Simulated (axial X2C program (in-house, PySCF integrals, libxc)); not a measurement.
# CoF⁺: properties at the nuclei

Aim: properties at the nuclei of CoF⁺, with spin–orbit coupling in the Hamiltonian from the start.

Program: an in-house X2C program for linear molecules on PySCF integrals. Level of theory: two-component X2C with atomic mean-field terms, Co dyall-acv3z, F dyall-av3z. These are calculated values, not measurements.

## Step 1: Input

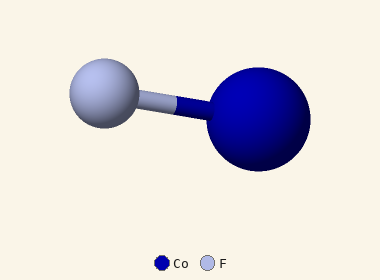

The two atoms at 1.750 Å (cobalt blue, fluorine light blue).

File task.json:

```json
{"zs": [27, 9], "q": 1, "bas": ["dyall-acv3z", "dyall-av3z"], "r0": 1.75, "levels": ["PBE0", "HF", "B3LYP"], "nst": 1, "ff": 1, "thr": -3.5, "nmax": 130, "opt": {"ecut": 60}}
```

Keys: zs atomic numbers; q charge; bas basis sets; r0 starting distance in Å; levels methods (HF also brings MP2); nst determinants followed; ff finite-field run; thr threshold in hartree for freezing inner shells (an s shell follows its p shell); nmax most natural virtual spinors; ecut virtual cutoff in hartree.

The run is started by

```console
$ python soeom.py task.json out
```

Nuclei are Gaussian, cores are contracted, and the Gaunt term is on.

## Step 2: Expectation values, lowest determinant

R = 1.690 Å. State: Ω = 9/2 (excess of +ω over −ω: ω = 1/2, ω = 3/2, ω = 5/2).

Output of the PBE0 run:

```text
two-component X2C + atomic mean field  PBE0
basis functions 178  fitting functions 924  grid points 5078
iter        total energy     max residual
   1      -1492.268414788     3.39e-06
   2      -1492.268414788     2.93e-06
converged
one-electron -2208.33231184  Coulomb 710.30749842  exact exchange -17.11270016  xc functional -52.81718186  nuclear repulsion 76.08879423  atomic mean-field constant -0.40251358
```

The highest occupied spinor is 53% Co d, 42% F p, 3% Co p.

| level | Eeff magnitude (GV/cm) | Ws magnitude Co (kHz) | A∥/gI Co (MHz) | qzz Co (a.u.) | A∥/gI F (MHz) | qzz F (a.u.) |
| --- | --- | --- | --- | --- | --- | --- |
| PBE0 | 0.686 | 0.0472 | 460 | 0.06 | 31.4 | 1.29 |
| HF | 0.627 | 0.0424 | 400 | -0.17 | 15.5 | 0.94 |
| B3LYP | 0.666 | 0.0456 | 469 | 0.08 | 34.1 | 1.27 |

Eeff is the effective electric field on the electron dipole moment in this Ω state and Ws the scalar–pseudoscalar constant (defined with the proton number Z and per Ω); A∥ is the parallel hyperfine constant, which follows by multiplying with the nuclear g factor gI = μI/(I μN); qzz is the electric field gradient, eQq0 = 234.96 MHz × Q/barn × qzz. The operators were transformed with the bare-nucleus X2C matrices.

## Step 3: Finite-field coupled cluster

Output:

```text
two-component X2C + atomic mean field  HF
basis functions 178  fitting functions 924  grid points 5078
iter        total energy     max residual
   1      -1490.789333395     1.50e-01
   2      -1490.835375361     1.55e-02
   3      -1490.841528213     1.51e-02
   4      -1490.843498666     5.36e-03
   5      -1490.844296924     1.80e-03
   6      -1490.844411804     1.44e-03
   7      -1490.844445060     3.38e-04
   8      -1490.844451073     1.78e-04
   9      -1490.844452314     8.40e-05
  10      -1490.844452650     4.03e-05
  11      -1490.844452703     3.11e-05
  12      -1490.844452718     2.36e-05
  13      -1490.844452729     1.54e-05
  14      -1490.844452736     5.66e-06
  15      -1490.844452737     2.05e-06
  16      -1490.844452737     1.82e-06
converged
one-electron -2208.33967482  Coulomb 710.48330595  exact exchange -68.67436453  xc functional 0.00000000  nuclear repulsion 76.08879423  atomic mean-field constant -0.40251358
correlated 23  virtual 291  natural virtual 130  E(MP2) -0.931880945  MP2 remainder -0.042732298
iter   CCSD correlation   residual
   1     -0.832151116   1.56e-01
   2     -0.852974214   7.01e-02
   3     -0.858063087   2.33e-02
   4     -0.858683162   1.24e-02
   5     -0.858674718   5.33e-03
   6     -0.858825851   1.93e-03
   7     -0.858844661   6.63e-04
   8     -0.858846204   2.18e-04
   9     -0.858854021   9.38e-05
  10     -0.858849269   3.97e-05
  11     -0.858850404   1.44e-05
  12     -0.858849780   7.22e-06
  13     -0.858849874   4.02e-06
  14     -0.858849858   2.35e-06
(T) -0.022197988  T1 0.0266  D1 0.0782  max T2 0.036
```

T1 in the output is the amplitude norm over the root of the electron number; divide by √2 for the Lee–Taylor value.

23 electrons correlated in 130 natural virtual spinors, MP2 remainder added; T1 = 0.019.

| level | Eeff magnitude (GV/cm) | Ws magnitude Co (kHz) | A∥/gI Co (MHz) | qzz Co (a.u.) | A∥/gI F (MHz) |
| --- | --- | --- | --- | --- | --- |
| HF | 0.627 | 0.0424 | 400 | -0.17 | 15.5 |
| MP2 | 0.728 | 0.0512 | 440 | 0.17 | 20.6 |
| CCSD | 0.721 | 0.0505 | 430 | 0.05 | 21.1 |
| CCSD(T) | 0.745 | 0.0526 | 436 | 0.10 | 21.8 |

## Step 4: What came out

```
                       quantity                                                      value
             lowest determinant  Ω = 9/2 (excess of +ω over −ω: ω = 1/2, ω = 3/2, ω = 5/2)
   Eeff magnitude (GV/cm), PBE0                                                      0.686
    Ws magnitude Co (kHz), PBE0                                                     0.0472
           A∥/gI Co (MHz), PBE0                                                        460
            qzz Co (a.u.), PBE0                                                       0.06
Eeff magnitude (GV/cm), CCSD(T)                                                      0.745
 Ws magnitude Co (kHz), CCSD(T)                                                     0.0526
        A∥/gI Co (MHz), CCSD(T)                                                        436
         qzz Co (a.u.), CCSD(T)                                                       0.10
```

In words: In the first state, the effective field runs from 0.627 to 0.686 GV/cm over the mean-field levels. The expectation values come from single determinants, which for open shells can mix terms of unlike spin or miss the lowest Ω, so a determinant need not be a state. Eeff is the effective electric field on the electron dipole moment in this Ω state and Ws the scalar–pseudoscalar constant (defined with the proton number Z and per Ω); A∥ is the parallel hyperfine constant, which follows by multiplying with the nuclear g factor gI = μI/(I μN); qzz is the electric field gradient, eQq0 = 234.96 MHz × Q/barn × qzz. The operators were transformed with the bare-nucleus X2C matrices. Correlation of the inner shells is missing, which matters for properties at the nucleus.
